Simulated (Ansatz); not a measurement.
Input

```
crystal:
  periodic: [false, false, false]
  atoms:
    - {symbol: C, position_ang: [-1.196200, 0.372864, 2.554490]}
    - {symbol: O, position_ang: [-1.072877, 0.041965, 1.198971]}
    - {symbol: Mo, position_ang: [0.372798, -0.124302, 0.096947]}
    - {symbol: O, position_ang: [0.232582, -1.835147, -0.697277]}
    - {symbol: O, position_ang: [0.975575, 1.483618, 0.882028]}
    - {symbol: F, position_ang: [1.219987, -1.133038, 1.455107]}
    - {symbol: Cl, position_ang: [2.522084, 0.016300, -0.956366]}
    - {symbol: O, position_ang: [-0.409769, 0.447035, -1.437897]}
    - {symbol: C, position_ang: [-0.424191, 0.101865, -2.790592]}
    - {symbol: H, position_ang: [-0.704012, -0.396059, 3.157671]}
    - {symbol: H, position_ang: [-0.706852, 1.336519, 2.729258]}
    - {symbol: H, position_ang: [-2.256301, 0.431835, 2.805844]}
    - {symbol: H, position_ang: [0.813757, -2.520012, -0.350781]}
    - {symbol: H, position_ang: [1.894756, 1.735622, 0.747319]}
    - {symbol: H, position_ang: [-0.484450, -0.987084, -2.877733]}
    - {symbol: H, position_ang: [-1.282978, 0.576598, -3.268252]}
    - {symbol: H, position_ang: [0.506081, 0.451431, -3.248746]}
basis:
  gaussian: {orbitals: def2-TZVPP}
hamiltonian: {xc: pbe0, dispersion: d4}
output: {orbitals: {seedname: orbitals}}
```

Run with:

```sh
ansatz run in.yaml --threads 4 --pin off --events-out ev --progress --plain --max-ram 66560MiB --backend cuda --devices 0, --max-vram 37GiB
```

Geometry: PBE0-D4/def2-TZVP; core potentials replace the inner electrons of Mo.

The calculation used Ansatz 0.2.0, RKS PBE0-D4/def2-TZVPP.

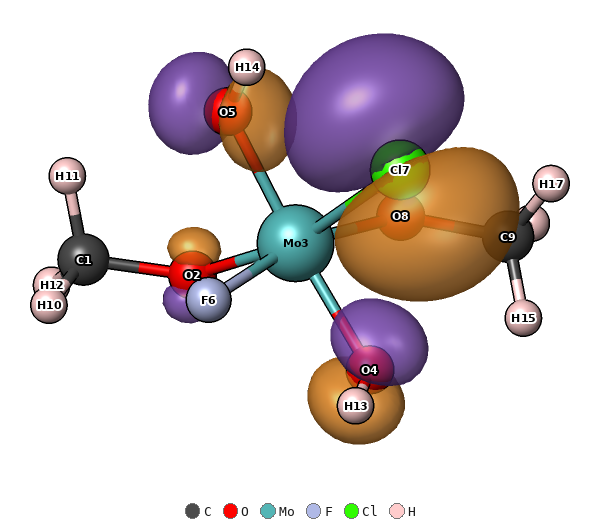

C₂H₈ClFMoO₄. The HOMO at ±0.1 Å⁻³ᐟ² (orange and purple are the two phases), seen from one side.

What is the character of this orbital?

It lies mainly on Cl7 (about 75 %), O5 (about 10 %) and O4 (about 10 %); largely a lone pair of Cl7. Its energy is −8.08 eV.
